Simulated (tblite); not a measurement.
## C$_{4}$H$_{12}$SSi$_{3}$: geometry relaxation (part 4 of 4)

The same run, continued: C$_{4}$H$_{12}$SSi$_{3}$, SMILES [SiH3]CC1=C(S[SiH3])[SiH2]C1; GFN2-xTB geometry optimisation, gas phase (tblite 0.8.0). It belongs to a series of runs on one base structure; here: H on C replaced by SSiH3.

Geometry of the input (Å):
```
Si -3.0838  -0.9783  0.2224
C  -1.7221  -0.5911  -0.9867
C  -0.6289  0.2127  -0.2981
C  0.6383  -0.0225  -0.1134
S  1.7096  -1.3985  -0.5118
Si 3.6846  -0.9089  0.2177
Si 0.9882  1.5557  0.7689
C  -0.7616  1.5684  0.3432
H  -3.1479  0.1447  1.1698
H  -2.8281  -2.2044  1.0170
H  -4.3818  -1.1370  -0.4712
H  -1.3104  -1.5106  -1.4037
H  -2.0970  0.0186  -1.8374
H  4.5596  -2.0760  0.2438
H  4.2655  0.1751  -0.6067
H  3.4411  -0.3257  1.5688
H  1.3786  1.2561  2.1665
H  1.9007  2.4468  0.0615
H  -1.1199  2.3482  -0.3912
H  -1.4900  1.4374  1.1989
```

**Trajectory as extended XYZ, continued**
```
20
Properties=species:S:1:pos:R:3:forces:R:3 step=92 energy=-628.48211
Si   -2.8812   -1.1831    0.2479   -0.0240  -0.0160  -0.0080
C    -1.6498   -0.4075   -0.9921    0.0060  -0.0020   0.0060
C    -0.6078    0.3532   -0.2861    0.0080   0.0050   0.0150
C     0.6355   -0.0012    0.0933   -0.0010   0.0090   0.0010
S     1.4046   -1.5720   -0.1867    0.0310   0.0050  -0.0050
Si    3.4492   -1.0695    0.1566   -0.0160   0.0060  -0.0010
Si    1.0394    1.6394    0.9295   -0.0030   0.0010  -0.0060
C    -0.7500    1.7654    0.2379    0.0000   0.0120   0.0010
H    -3.5292   -0.1181    1.0207    0.0100   0.0040   0.0000
H    -2.1649   -2.0831    1.1472   -0.0050  -0.0010   0.0020
H    -3.9044   -1.9018   -0.5160    0.0090  -0.0060   0.0070
H    -1.1803   -1.2079   -1.5662   -0.0120  -0.0070  -0.0130
H    -2.1897    0.2448   -1.6810   -0.0010   0.0010   0.0030
H     4.1379   -2.3279   -0.0776   -0.0090   0.0120   0.0100
H     3.8443   -0.0254   -0.7844    0.0060  -0.0230   0.0030
H     3.5828   -0.5789    1.5259    0.0040  -0.0150  -0.0170
H     1.1868    1.6518    2.3839   -0.0040   0.0010  -0.0040
H     2.0562    2.4727    0.2875   -0.0030   0.0080   0.0100
H    -0.9333    2.4945   -0.5507    0.0110   0.0100  -0.0080
H    -1.5514    1.8654    0.9686   -0.0090  -0.0070   0.0040
20
Properties=species:S:1:pos:R:3:forces:R:3 step=94 energy=-628.48234
Si   -2.8826   -1.1832    0.2490   -0.0030  -0.0210  -0.0030
C    -1.6499   -0.4073   -0.9903    0.0040  -0.0040  -0.0010
C    -0.6074    0.3551   -0.2862    0.0010  -0.0030   0.0070
C     0.6369    0.0013    0.0906   -0.0060   0.0020   0.0020
S     1.4069   -1.5697   -0.1917   -0.0110   0.0090  -0.0060
Si    3.4494   -1.0707    0.1558    0.0070   0.0090   0.0080
Si    1.0391    1.6404    0.9301   -0.0050   0.0040  -0.0070
C    -0.7501    1.7678    0.2376    0.0040  -0.0050   0.0000
H    -3.5308   -0.1196    1.0233    0.0090   0.0050  -0.0010
H    -2.1683   -2.0867    1.1479   -0.0090   0.0120  -0.0060
H    -3.9028   -1.9028   -0.5173    0.0010  -0.0050   0.0040
H    -1.1806   -1.2093   -1.5629   -0.0100  -0.0020  -0.0070
H    -2.1896    0.2426   -1.6822    0.0020   0.0000   0.0160
H     4.1387   -2.3292   -0.0753   -0.0090   0.0080   0.0090
H     3.8463   -0.0292   -0.7861    0.0140  -0.0100  -0.0030
H     3.5810   -0.5793    1.5250    0.0050  -0.0120  -0.0150
H     1.1869    1.6500    2.3842   -0.0060   0.0000   0.0010
H     2.0551    2.4763    0.2912    0.0060   0.0140   0.0040
H    -0.9308    2.4968   -0.5522    0.0060   0.0020   0.0070
H    -1.5525    1.8673    0.9677   -0.0010  -0.0010  -0.0080
20
Properties=species:S:1:pos:R:3:forces:R:3 step=97 energy=-628.48265
Si   -2.8779   -1.1880    0.2501    0.0060   0.0120   0.0040
C    -1.6519   -0.4032   -0.9912   -0.0100  -0.0090   0.0020
C    -0.6084    0.3596   -0.2885   -0.0070  -0.0090  -0.0110
C     0.6352    0.0040    0.0887    0.0010   0.0010   0.0080
S     1.4030   -1.5687   -0.1905   -0.0200   0.0100  -0.0040
Si    3.4462   -1.0731    0.1559   -0.0020  -0.0040  -0.0140
Si    1.0370    1.6407    0.9326    0.0090   0.0090   0.0050
C    -0.7490    1.7734    0.2337    0.0010  -0.0120   0.0010
H    -3.5352   -0.1258    1.0200    0.0110  -0.0050  -0.0080
H    -2.1544   -2.0784    1.1534   -0.0010   0.0010   0.0020
H    -3.8898   -1.9229   -0.5111   -0.0090  -0.0070  -0.0050
H    -1.1853   -1.2031   -1.5691    0.0020   0.0050  -0.0020
H    -2.1964    0.2476   -1.6783    0.0000   0.0040   0.0130
H     4.1326   -2.3324   -0.0720    0.0010  -0.0160   0.0040
H     3.8439   -0.0381   -0.7910    0.0200   0.0110  -0.0150
H     3.5836   -0.5814    1.5220    0.0030   0.0060   0.0210
H     1.1811    1.6434    2.3874   -0.0100   0.0010  -0.0030
H     2.0577    2.4784    0.3031    0.0020   0.0100   0.0020
H    -0.9217    2.5044   -0.5564   -0.0010  -0.0130   0.0100
H    -1.5554    1.8745    0.9594    0.0040   0.0060  -0.0090
20
Properties=species:S:1:pos:R:3:forces:R:3 step=100 energy=-628.48292
Si   -2.8734   -1.1921    0.2516   -0.0030   0.0010  -0.0040
C    -1.6539   -0.4002   -0.9908    0.0020   0.0030   0.0010
C    -0.6087    0.3625   -0.2905   -0.0010   0.0030   0.0040
C     0.6344    0.0073    0.0885   -0.0010   0.0000   0.0030
S     1.3977   -1.5669   -0.1891    0.0120  -0.0060  -0.0010
Si    3.4438   -1.0767    0.1542   -0.0010  -0.0020  -0.0090
Si    1.0364    1.6432    0.9349   -0.0020  -0.0010   0.0000
C    -0.7474    1.7767    0.2304   -0.0050   0.0020   0.0010
H    -3.5406   -0.1338    1.0171    0.0040   0.0050  -0.0020
H    -2.1426   -2.0716    1.1587    0.0030  -0.0080   0.0090
H    -3.8778   -1.9393   -0.5087   -0.0010  -0.0010   0.0010
H    -1.1893   -1.1969   -1.5745    0.0070   0.0020  -0.0030
H    -2.2022    0.2532   -1.6717   -0.0070   0.0060   0.0000
H     4.1272   -2.3388   -0.0695   -0.0040  -0.0120   0.0000
H     3.8438   -0.0465   -0.7982    0.0150   0.0020   0.0020
H     3.5868   -0.5851    1.5209   -0.0030   0.0070  -0.0010
H     1.1733    1.6409    2.3903   -0.0080   0.0020  -0.0010
H     2.0590    2.4854    0.3137   -0.0020   0.0000   0.0010
H    -0.9141    2.5081   -0.5600   -0.0040  -0.0060  -0.0080
H    -1.5575    1.8814    0.9508    0.0000   0.0030   0.0080
20
Properties=species:S:1:pos:R:3:forces:R:3 step=103 energy=-628.48308
Si   -2.8765   -1.1911    0.2523    0.0160  -0.0120   0.0030
C    -1.6535   -0.4021   -0.9888    0.0020   0.0040  -0.0060
C    -0.6083    0.3615   -0.2896   -0.0030  -0.0040   0.0080
C     0.6363    0.0082    0.0866    0.0020  -0.0100  -0.0060
S     1.4011   -1.5646   -0.1977    0.0000  -0.0030  -0.0020
Si    3.4456   -1.0759    0.1517    0.0250   0.0020   0.0150
Si    1.0371    1.6439    0.9339   -0.0090  -0.0030  -0.0050
C    -0.7477    1.7753    0.2317   -0.0040   0.0030  -0.0020
H    -3.5368   -0.1309    1.0204   -0.0030   0.0070  -0.0020
H    -2.1513   -2.0769    1.1593   -0.0030   0.0030  -0.0040
H    -3.8820   -1.9333   -0.5112   -0.0050   0.0020   0.0030
H    -1.1888   -1.1997   -1.5716    0.0030   0.0080   0.0020
H    -2.2012    0.2510   -1.6711   -0.0020   0.0010   0.0040
H     4.1296   -2.3400   -0.0648   -0.0130   0.0040   0.0000
H     3.8537   -0.0466   -0.7993    0.0080  -0.0090   0.0090
H     3.5813   -0.5828    1.5201   -0.0030   0.0000  -0.0250
H     1.1712    1.6396    2.3890   -0.0030   0.0020   0.0090
H     2.0575    2.4900    0.3148    0.0000  -0.0010  -0.0010
H    -0.9151    2.5047   -0.5601   -0.0080   0.0050  -0.0080
H    -1.5573    1.8804    0.9526   -0.0010   0.0030   0.0070
20
Properties=species:S:1:pos:R:3:forces:R:3 step=105 energy=-628.48332
Si   -2.8785   -1.1904    0.2541    0.0180  -0.0040   0.0110
C    -1.6547   -0.4040   -0.9883   -0.0050  -0.0010  -0.0040
C    -0.6087    0.3599   -0.2906   -0.0010  -0.0080   0.0010
C     0.6382    0.0085    0.0797    0.0030  -0.0060  -0.0040
S     1.4075   -1.5614   -0.2112   -0.0050   0.0090  -0.0030
Si    3.4502   -1.0733    0.1501    0.0190  -0.0020   0.0150
Si    1.0365    1.6422    0.9321   -0.0040   0.0010   0.0010
C    -0.7488    1.7733    0.2317    0.0000   0.0000  -0.0020
H    -3.5311   -0.1256    1.0235   -0.0030  -0.0020  -0.0070
H    -2.1591   -2.0800    1.1626   -0.0020   0.0070  -0.0130
H    -3.8886   -1.9271   -0.5090   -0.0030   0.0030   0.0060
H    -1.1904   -1.2016   -1.5716   -0.0020   0.0110   0.0040
H    -2.2043    0.2491   -1.6695    0.0060  -0.0030   0.0050
H     4.1304   -2.3414   -0.0536   -0.0080   0.0040  -0.0050
H     3.8717   -0.0479   -0.7995    0.0030  -0.0130   0.0060
H     3.5752   -0.5754    1.5171   -0.0020   0.0040  -0.0150
H     1.1674    1.6294    2.3876   -0.0010   0.0030   0.0080
H     2.0558    2.4952    0.3204   -0.0030  -0.0070  -0.0010
H    -0.9158    2.5022   -0.5609   -0.0110   0.0040   0.0000
H    -1.5578    1.8790    0.9534    0.0010   0.0000  -0.0020
20
Properties=species:S:1:pos:R:3:forces:R:3 step=108 energy=-628.48346
Si   -2.8749   -1.1924    0.2555   -0.0110   0.0030  -0.0010
C    -1.6566   -0.4025   -0.9895    0.0020   0.0010   0.0050
C    -0.6096    0.3606   -0.2923    0.0040   0.0060  -0.0020
C     0.6376    0.0088    0.0772   -0.0010   0.0090   0.0040
S     1.4081   -1.5603   -0.2122    0.0040   0.0090  -0.0030
Si    3.4520   -1.0741    0.1505   -0.0100  -0.0060  -0.0030
Si    1.0349    1.6414    0.9330   -0.0030   0.0000   0.0050
C    -0.7492    1.7745    0.2294    0.0020   0.0000   0.0000
H    -3.5325   -0.1273    1.0204    0.0000  -0.0020  -0.0010
H    -2.1523   -2.0760    1.1659    0.0060  -0.0030  -0.0040
H    -3.8856   -1.9331   -0.5038    0.0070   0.0040   0.0080
H    -1.1925   -1.1971   -1.5763   -0.0020   0.0000  -0.0030
H    -2.2096    0.2519   -1.6662    0.0050   0.0010  -0.0030
H     4.1258   -2.3451   -0.0503    0.0040  -0.0080  -0.0050
H     3.8769   -0.0524   -0.8009    0.0050  -0.0080  -0.0010
H     3.5766   -0.5726    1.5150   -0.0010   0.0100   0.0070
H     1.1631    1.6240    2.3893   -0.0030   0.0040  -0.0030
H     2.0558    2.4966    0.3265   -0.0040  -0.0100  -0.0010
H    -0.9146    2.5041   -0.5633   -0.0060  -0.0060   0.0040
H    -1.5588    1.8817    0.9502    0.0010  -0.0030  -0.0030
20
Properties=species:S:1:pos:R:3:forces:R:3 step=111 energy=-628.48360
Si   -2.8703   -1.1958    0.2566   -0.0040   0.0000  -0.0060
C    -1.6571   -0.3989   -0.9888    0.0050   0.0010  -0.0010
C    -0.6100    0.3637   -0.2916    0.0020   0.0050   0.0010
C     0.6364    0.0113    0.0798    0.0000   0.0060  -0.0010
S     1.4054   -1.5583   -0.2108   -0.0040   0.0000  -0.0010
Si    3.4509   -1.0793    0.1494   -0.0030   0.0000   0.0000
Si    1.0326    1.6436    0.9362   -0.0030   0.0030   0.0020
C    -0.7490    1.7784    0.2273   -0.0030   0.0000   0.0040
H    -3.5364   -0.1327    1.0159   -0.0020   0.0020   0.0080
H    -2.1416   -2.0732    1.1677    0.0070  -0.0010   0.0010
H    -3.8751   -1.9464   -0.5001    0.0020   0.0010   0.0010
H    -1.1925   -1.1897   -1.5800   -0.0010  -0.0080  -0.0040
H    -2.2124    0.2572   -1.6617   -0.0010   0.0010  -0.0060
H     4.1194   -2.3534   -0.0531    0.0000  -0.0010   0.0030
H     3.8795   -0.0617   -0.8045    0.0050  -0.0040  -0.0030
H     3.5775   -0.5725    1.5122    0.0010   0.0000  -0.0010
H     1.1550    1.6275    2.3928   -0.0020   0.0030   0.0010
H     2.0558    2.4969    0.3325    0.0050  -0.0030  -0.0050
H    -0.9134    2.5058   -0.5676    0.0020   0.0000   0.0030
H    -1.5600    1.8883    0.9459   -0.0060  -0.0050   0.0040
```

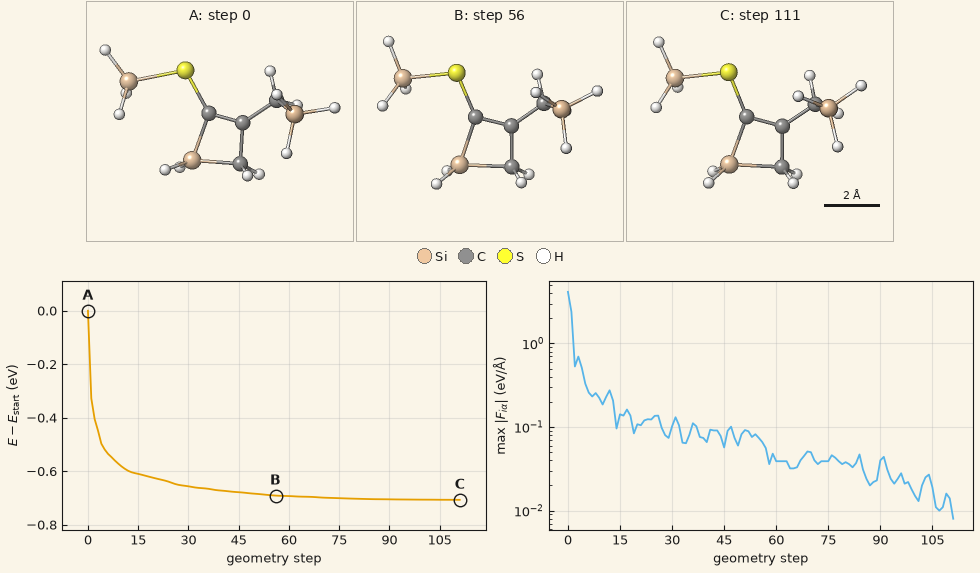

Frames of the relaxation (ball-and-stick view, seen at a tilt) above the curves, on which the letters mark them (steps are counted from 0).

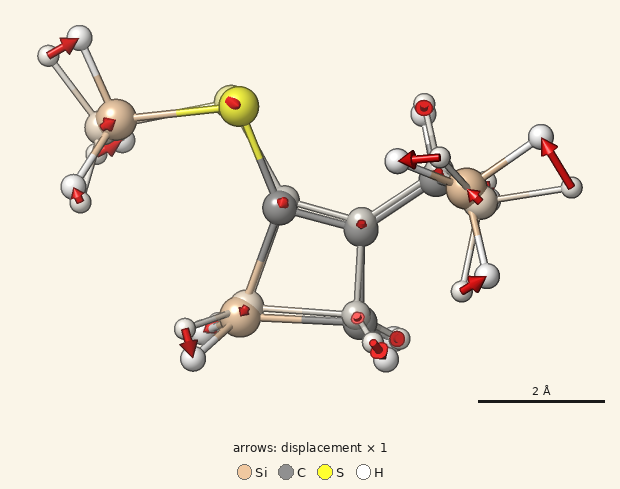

Start (faint) and end (solid) with the displacements as red arrows, at true length (ball-and-stick view, seen at a tilt). The two geometries are laid on each other by the best rigid fit. The atom that moves furthest after the best rigid fit is H11 (0.97 Å). Largest moves by element: H 0.97 Å, S 0.46 Å, Si 0.31 Å, C 0.24 Å. Among the contacts that change: Si7–C8 1.801 → 1.922 Å, Si1–C2 1.862 → 1.913 Å, C2–C3 1.522 → 1.471 Å, C3–C4 1.302 → 1.347 Å. Among the angles that change: S5–Si6–H14 111.9° → 102.8°, C4–Si7–H17 109.2° → 117.4°, S5–C4–Si7 130.7° → 138.6°. Over 111 geometry steps the energy falls by 0.707 eV. The largest force component goes from 4.1 to 0.008 eV/Å. (Atoms are counted from 1 in the order of the input.)

**Key numbers**

- outcome: converged
- total energy: −628.4836 eV
- wall time: 4.7 s
- peak memory: 0.18 GiB
